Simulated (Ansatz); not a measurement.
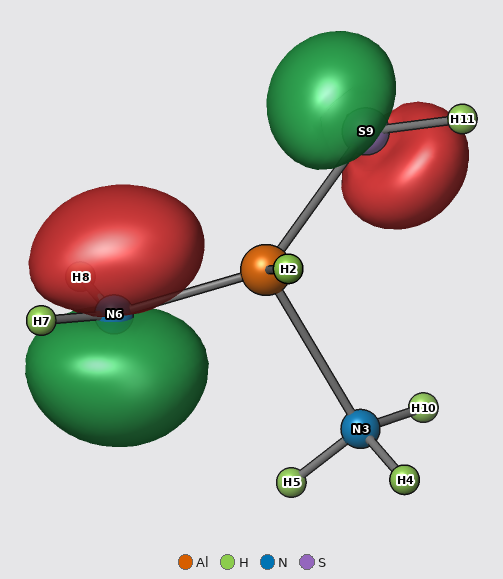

Figure 1: AlH7N2S. The HOMO at ±0.15 Å⁻³ᐟ² (green and red are the two phases), seen across its widest extent.

Theory: RKS PBE-D4/def2-SVP (Ansatz 0.2.0).

```xyz
11

Al   -0.3822    0.2486    0.4628
H    -0.1905   -1.1066    1.3080
N     1.4953    0.4903   -0.4044
H     2.2200   -0.2096   -0.1932
H     1.2853    0.4541   -1.4149
N    -1.3477    0.1857   -1.0878
H    -1.9043   -0.6509   -1.2931
H    -1.8957    0.9967   -1.3940
S    -0.5212    2.2332    1.5399
H     1.8642    1.4270   -0.1828
H     0.2052    1.8028    2.6090
```

Question: Describe this orbital and give its energy.

Answer: It lies mainly on N6 (about 60 %) and S9 (about 20 %). Its energy is −4.89 eV.
